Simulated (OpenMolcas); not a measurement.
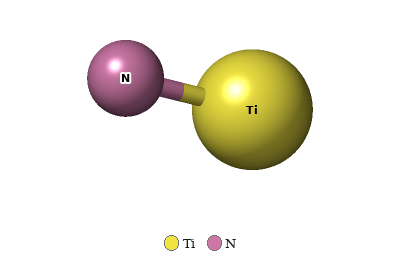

Fig. 1: The molecule at the reference distance of 1.540 Å.

## Relativistic diatomic calculation: TiN (part 1 of 2)

System: TiN.
Method: SA-CASSCF(7,9)/XMS-CASPT2 + RASSI spin-orbit (X2C scalar, AMFI), ANO-RCC-VTZP (OpenMolcas).

**Input**
```
&GATEWAY
Coord
2
angstrom
Ti 0.0 0.0 0.0
N 0.0 0.0 1.5400
Basis=ANO-RCC-VTZP
Group=XY
RX2C
AMFI
ANGMom
0.0 0.0 0.0
RICD
&SEWARD
&GUESSORB
&RASSCF
FileOrb=$CurrDir/o21.orb
Symmetry=1
Spin=2
nActEl=7 0 0
Inactive=7 4
RAS2=5 4
CIRoot=5 5 1
Linear
Iterations=120 100
OrbListing=Nothing
PRWF=0.15
>>COPY $Project.RasOrb $CurrDir/o21.orb
>>COPY $Project.rasscf.h5 $CurrDir/r21.h5
&CASPT2
XMultistate=all
Imaginary=0.2
IPEA=0.25
MaxIter=40
>>COPY $Project.JobMix JOB001
&RASSCF
FileOrb=$CurrDir/o22.orb
Symmetry=2
Spin=2
nActEl=7 0 0
Inactive=7 4
RAS2=5 4
CIRoot=4 4 1
Linear
Iterations=120 100
OrbListing=Nothing
PRWF=0.15
>>COPY $Project.RasOrb $CurrDir/o22.orb
>>COPY $Project.rasscf.h5 $CurrDir/r22.h5
&CASPT2
XMultistate=all
Imaginary=0.2
IPEA=0.25
MaxIter=40
>>COPY $Project.JobMix JOB002
&RASSCF
FileOrb=$CurrDir/o42.orb
Symmetry=2
Spin=4
nActEl=7 0 0
Inactive=7 4
RAS2=5 4
CIRoot=4 4 1
Linear
Iterations=120 100
OrbListing=Nothing
PRWF=0.15
>>COPY $Project.RasOrb $CurrDir/o42.orb
>>COPY $Project.rasscf.h5 $CurrDir/r42.h5
&CASPT2
XMultistate=all
Imaginary=0.2
IPEA=0.25
MaxIter=40
>>COPY $Project.JobMix JOB003
&RASSI
Nr of JobIphs=3 5 4 4
1 2 3 4 5
1 2 3 4
1 2 3 4
SpinOrbit
EJob
Omega
MEES
MESO
Properties=4
'AngMom' 3 'Mltpl  1' 1 'Mltpl  1' 2 'Mltpl  1' 3
Thrs=1.0d-4
>>COPY $Project.rassi.h5 $CurrDir/so.h5
```

The first orbital files come from an earlier step.

Hardware: 1 thread of Arm Neoverse V1, 24 GiB of memory available, shared host.

Run as:
```bash
pymolcas m.inp (one call a module block, same work directory)
```

**Log (extracts)**
```
++    Wave function specifications:
      Number of closed shell electrons          22
      Number of electrons in active shells       7
      Number of inactive orbitals               11
      Number of active orbitals                  9
      Number of secondary orbitals              69
      Spin quantum number                      0.5
      State symmetry                             1
++    Orbital specifications:
      Symmetry species                           1   2
                                                 a   b
      Frozen orbitals                            0   0
      Inactive orbitals                          7   4
      Active orbitals                            5   4
      RAS2 orbitals                              5   4
      Secondary orbitals                        35  34
      Number of basis functions                 47  42
      printout of CI-coefficients larger than  0.15 for root  1
      energy=    -907.304756
      conf/sym  11111 2222     Coeff  Weight
          2155  0200u 2200  -0.92600 0.85748
      printout of CI-coefficients larger than  0.15 for root  2
      energy=    -907.246206
      conf/sym  11111 2222     Coeff  Weight
          1735  020u0 2200   0.93095 0.86667
          2575  0u0ud 2200   0.17159 0.02944
      printout of CI-coefficients larger than  0.15 for root  3
      energy=    -907.246206
      conf/sym  11111 2222     Coeff  Weight
          1525  02u00 2200  -0.93095 0.86666
          2505  0uu0d 2200  -0.17159 0.02944
      printout of CI-coefficients larger than  0.15 for root  4
      energy=    -907.206316
      conf/sym  11111 2222     Coeff  Weight
          2225  0ud0u 2200   0.80329 0.64528
          2505  0uu0d 2200  -0.48409 0.23435
      printout of CI-coefficients larger than  0.15 for root  5
      energy=    -907.206316
      conf/sym  11111 2222     Coeff  Weight
          2330  0u0du 2200  -0.80329 0.64527
          2575  0u0ud 2200   0.48410 0.23435
      Natural orbitals and occupation numbers for root  1
      sym 1:   0.076859   1.916595   0.005375   0.005375   1.000565
      sym 2:   1.925153   1.925152   0.072464   0.072463
      Natural orbitals and occupation numbers for root  2
      sym 1:   0.070189   1.917214   0.001923   0.999681   0.011682
      sym 2:   1.935289   1.935289   0.064366   0.064366
      Natural orbitals and occupation numbers for root  3
      sym 1:   0.070189   1.917214   0.999681   0.001923   0.011683
      sym 2:   1.935289   1.935289   0.064366   0.064366
      Natural orbitals and occupation numbers for root  4
      sym 1:   0.024030   0.829960   0.998301   0.001447   1.149659
      sym 2:   1.928077   1.928078   0.070224   0.070224
      Natural orbitals and occupation numbers for root  5
      sym 1:   0.024030   0.829959   0.001447   0.998301   1.149660
      sym 2:   1.928077   1.928078   0.070224   0.070224
      RASSCF energy for state  5                   -907.20631573
::    RASSCF root number  1 Total energy:   -907.30475607
::    RASSCF root number  2 Total energy:   -907.24620604
::    RASSCF root number  3 Total energy:   -907.24620603
::    RASSCF root number  4 Total energy:   -907.20631574
::    RASSCF root number  5 Total energy:   -907.20631573
      Von Neumann Entropy (Root   1) =  1.23814
++    Wave function specifications:
      Number of closed shell electrons           8
      Number of electrons in active shells       7
      Number of inactive orbitals                4
      Number of active orbitals                  9
      Number of secondary orbitals              69
      Spin quantum number                      0.5
      State symmetry                             1
      Number of CSFs                          3024
      Number of CASSCF root(s) available         5
      CASPT2 state passed to geometry opt.       5
      A file JOBMIX will be created
      This is a MULTI-STATE CASSCF reference
      Number of CI roots used                    5
      These are:                                 1   2   3   4   5
      Off-diagonal elements of Heff are computed
  FINAL CASPT2 RESULT:
      Reference energy:        -907.3047560677
      E2 (Non-variational):      -0.4561813245
      Shift correction:          -0.0034800040
      E2 (Variational):          -0.4596613285
      Total energy:            -907.7644173962
      Reference weight:           0.88201
  FINAL CASPT2 RESULT:
      Reference energy:        -907.2462060361
      E2 (Non-variational):      -0.4684733033
      Shift correction:          -0.0024136426
      E2 (Variational):          -0.4708869459
      Total energy:            -907.7170929819
      Reference weight:           0.89063
  FINAL CASPT2 RESULT:
      Reference energy:        -907.2462060305
      E2 (Non-variational):      -0.4684880526
      Shift correction:          -0.0024129479
      E2 (Variational):          -0.4709010005
      Total energy:            -907.7171070309
      Reference weight:           0.89060
  FINAL CASPT2 RESULT:
      Reference energy:        -907.2063157402
      E2 (Non-variational):      -0.4652560142
      Shift correction:          -0.0047589127
      E2 (Variational):          -0.4700149269
      Total energy:            -907.6763306671
      Reference weight:           0.87224
  FINAL CASPT2 RESULT:
      Reference energy:        -907.2063157349
      E2 (Non-variational):      -0.4652565193
      Shift correction:          -0.0047892246
      E2 (Variational):          -0.4700457439
      Total energy:            -907.6763614788
      Reference weight:           0.87222
       Total XMS-CASPT2 energies:
::    XMS-CASPT2 Root  1     Total energy:   -907.76441740
::    XMS-CASPT2 Root  2     Total energy:   -907.71674516
::    XMS-CASPT2 Root  3     Total energy:   -907.71673112
::    XMS-CASPT2 Root  4     Total energy:   -907.67672334
::    XMS-CASPT2 Root  5     Total energy:   -907.67669253
++    Wave function specifications:
      Number of closed shell electrons          22
      Number of electrons in active shells       7
      Number of inactive orbitals               11
      Number of active orbitals                  9
      Number of secondary orbitals              69
      Spin quantum number                      0.5
      State symmetry                             2
      printout of CI-coefficients larger than  0.15 for root  1
      energy=    -907.209866
      conf/sym  11111 2222     Coeff  Weight
          1837  02u0u 2d00   0.35110 0.12327
          1838  02u0u d200   0.57828 0.33441
          1981  020uu 2d00   0.57828 0.33441
          1982  020uu d200  -0.35110 0.12327
      printout of CI-coefficients larger than  0.15 for root  2
      energy=    -907.209866
      conf/sym  11111 2222     Coeff  Weight
          1837  02u0u 2d00  -0.57828 0.33441
          1838  02u0u d200   0.35110 0.12327
          1981  020uu 2d00   0.35110 0.12327
          1982  020uu d200   0.57828 0.33441
      printout of CI-coefficients larger than  0.15 for root  3
      energy=    -907.202012
      conf/sym  11111 2222     Coeff  Weight
           862  02u0d u200   0.21251 0.04516
           981  020ud 2u00  -0.21251 0.04516
          1838  02u0u d200   0.64265 0.41299
          1981  020uu 2d00  -0.64265 0.41299
      printout of CI-coefficients larger than  0.15 for root  4
      energy=    -907.202012
      conf/sym  11111 2222     Coeff  Weight
           861  02u0d 2u00   0.21251 0.04516
           982  020ud u200   0.21251 0.04516
          1837  02u0u 2d00   0.64265 0.41299
          1982  020uu d200   0.64265 0.41299
      Natural orbitals and occupation numbers for root  1
      sym 1:   0.068050   1.930127   0.500435   0.500435   1.000234
      sym 2:   1.459643   1.459643   0.040718   0.040718
      Natural orbitals and occupation numbers for root  2
      sym 1:   0.068050   1.930127   0.500435   0.500435   1.000234
      sym 2:   1.459643   1.459643   0.040718   0.040718
      Natural orbitals and occupation numbers for root  3
      sym 1:   0.067334   1.929984   0.499707   0.500079   1.002000
      sym 2:   1.462204   1.462686   0.038014   0.037991
      Natural orbitals and occupation numbers for root  4
      sym 1:   0.067334   1.929984   0.499707   0.500079   1.002000
      sym 2:   1.462686   1.462205   0.037991   0.038014
      RASSCF energy for state  4                   -907.20201195
::    RASSCF root number  1 Total energy:   -907.20986607
::    RASSCF root number  2 Total energy:   -907.20986607
::    RASSCF root number  3 Total energy:   -907.20201195
::    RASSCF root number  4 Total energy:   -907.20201195
      Von Neumann Entropy (Root   1) =  2.60765
++    Wave function specifications:
      Number of closed shell electrons           8
      Number of electrons in active shells       7
      Number of inactive orbitals                4
      Number of active orbitals                  9
      Number of secondary orbitals              69
      Spin quantum number                      0.5
      State symmetry                             2
      Number of CSFs                          3024
      Number of CASSCF root(s) available         4
      CASPT2 state passed to geometry opt.       4
      A file JOBMIX will be created
      This is a MULTI-STATE CASSCF reference
      Number of CI roots used                    4
      These are:                                 1   2   3   4
      Off-diagonal elements of Heff are computed
  FINAL CASPT2 RESULT:
      Reference energy:        -907.2098660736
      E2 (Non-variational):      -0.4301358072
      Shift correction:          -0.0017258644
      E2 (Variational):          -0.4318616716
      Total energy:            -907.6417277453
      Reference weight:           0.90214
  FINAL CASPT2 RESULT:
      Reference energy:        -907.2098660736
      E2 (Non-variational):      -0.4301358077
      Shift correction:          -0.0017258644
      E2 (Variational):          -0.4318616721
      Total energy:            -907.6417277458
      Reference weight:           0.90214
  FINAL CASPT2 RESULT:
      Reference energy:        -907.2020119541
      E2 (Non-variational):      -0.4320097863
      Shift correction:          -0.0018808151
      E2 (Variational):          -0.4338906013
      Total energy:            -907.6359025554
      Reference weight:           0.90073
  FINAL CASPT2 RESULT:
      Reference energy:        -907.2020119541
      E2 (Non-variational):      -0.4320097844
      Shift correction:          -0.0018808149
      E2 (Variational):          -0.4338905993
      Total energy:            -907.6359025534
      Reference weight:           0.90073
       Total XMS-CASPT2 energies:
::    XMS-CASPT2 Root  1     Total energy:   -907.64172776
::    XMS-CASPT2 Root  2     Total energy:   -907.64172776
::    XMS-CASPT2 Root  3     Total energy:   -907.63590254
::    XMS-CASPT2 Root  4     Total energy:   -907.63590253
++    Wave function specifications:
      Number of closed shell electrons          22
      Number of electrons in active shells       7
      Number of inactive orbitals               11
      Number of active orbitals                  9
      Number of secondary orbitals              69
      Spin quantum number                      1.5
      State symmetry                             2
      printout of CI-coefficients larger than  0.15 for root  1
      energy=    -907.213439
      conf/sym  11111 2222     Coeff  Weight
           858  02u0u u200   0.68061 0.46323
          1001  020uu 2u00   0.68063 0.46325
      printout of CI-coefficients larger than  0.15 for root  2
      energy=    -907.213439
      conf/sym  11111 2222     Coeff  Weight
           857  02u0u 2u00   0.68063 0.46325
          1002  020uu u200  -0.68061 0.46323
      printout of CI-coefficients larger than  0.15 for root  3
      energy=    -907.213040
      conf/sym  11111 2222     Coeff  Weight
           858  02u0u u200   0.68215 0.46533
          1001  020uu 2u00  -0.68214 0.46531
      printout of CI-coefficients larger than  0.15 for root  4
      energy=    -907.213040
      conf/sym  11111 2222     Coeff  Weight
           857  02u0u 2u00   0.68214 0.46531
          1002  020uu u200   0.68215 0.46533
      Natural orbitals and occupation numbers for root  1
      sym 1:   0.060336   1.936884   0.500685   0.500708   1.000508
      sym 2:   1.463753   1.463730   0.036698   0.036698
      Natural orbitals and occupation numbers for root  2
      sym 1:   0.060336   1.936884   0.500708   0.500685   1.000508
      sym 2:   1.463753   1.463730   0.036698   0.036698
      Natural orbitals and occupation numbers for root  3
      sym 1:   0.060099   1.936355   0.500319   0.501334   1.000514
      sym 2:   1.466079   1.464256   0.035425   0.035620
      Natural orbitals and occupation numbers for root  4
      sym 1:   0.060099   1.936355   0.500295   0.501358   1.000514
      sym 2:   1.464233   1.466102   0.035620   0.035424
      RASSCF energy for state  4                   -907.21303961
::    RASSCF root number  1 Total energy:   -907.21343895
::    RASSCF root number  2 Total energy:   -907.21343895
::    RASSCF root number  3 Total energy:   -907.21303961
::    RASSCF root number  4 Total energy:   -907.21303961
      Von Neumann Entropy (Root   1) =  2.56831
++    Wave function specifications:
      Number of closed shell electrons           8
      Number of electrons in active shells       7
      Number of inactive orbitals                4
      Number of active orbitals                  9
      Number of secondary orbitals              69
      Spin quantum number                      1.5
      State symmetry                             2
      Number of CSFs                          1900
      Number of CASSCF root(s) available         4
      CASPT2 state passed to geometry opt.       4
      A file JOBMIX will be created
      This is a MULTI-STATE CASSCF reference
      Number of CI roots used                    4
      These are:                                 1   2   3   4
      Off-diagonal elements of Heff are computed
  FINAL CASPT2 RESULT:
      Reference energy:        -907.2134389486
      E2 (Non-variational):      -0.4304084056
      Shift correction:          -0.0017256687
      E2 (Variational):          -0.4321340743
      Total energy:            -907.6455730228
      Reference weight:           0.90210
  FINAL CASPT2 RESULT:
      Reference energy:        -907.2134389485
      E2 (Non-variational):      -0.4304084055
      Shift correction:          -0.0017256685
      E2 (Variational):          -0.4321340740
      Total energy:            -907.6455730226
      Reference weight:           0.90210
  FINAL CASPT2 RESULT:
      Reference energy:        -907.2130396100
      E2 (Non-variational):      -0.4310466853
      Shift correction:          -0.0018129970
      E2 (Variational):          -0.4328596823
      Total energy:            -907.6458992923
      Reference weight:           0.90149
  FINAL CASPT2 RESULT:
      Reference energy:        -907.2130396099
      E2 (Non-variational):      -0.4310466639
      Shift correction:          -0.0018129920
      E2 (Variational):          -0.4328596559
      Total energy:            -907.6458992659
      Reference weight:           0.90149
       Total XMS-CASPT2 energies:
::    XMS-CASPT2 Root  1     Total energy:   -907.64589961
::    XMS-CASPT2 Root  2     Total energy:   -907.64589956
::    XMS-CASPT2 Root  3     Total energy:   -907.64557274
::    XMS-CASPT2 Root  4     Total energy:   -907.64557269
  SPIN-FREE ENERGIES:
  (Shifted by EMIN (a.u.) =       -907.7644173962)
 SF State       Relative EMIN(au)   Rel lowest level(eV)    D:o, cm**(-1)      Abs_M
     1             0.0000000000        0.0000000000              0.0000         0.0
     2             0.0476722319        1.2972275165          10462.8455         2.0
     3             0.0476862740        1.2976096213          10465.9274         2.0
     4             0.0876940574        2.3862768680          19246.6209         2.0
     5             0.0877248628        2.3871151247          19253.3819         2.0
    10             0.1185177881        3.2250333087          26011.6479         1.0
    11             0.1185178337        3.2250345508          26011.6579         1.0
    12             0.1188446580        3.2339278916          26083.3875         3.0
    13             0.1188447016        3.2339290773          26083.3971         3.0
     6             0.1226896319        3.3385549630          26927.2617         3.0
     7             0.1226896319        3.3385549630          26927.2617         3.0
     8             0.1285148593        3.4970674755          28205.7514         1.0
     9             0.1285148614        3.4970675316          28205.7518         1.0
```

(Continued in part 2.) Outcome of the run: converged.
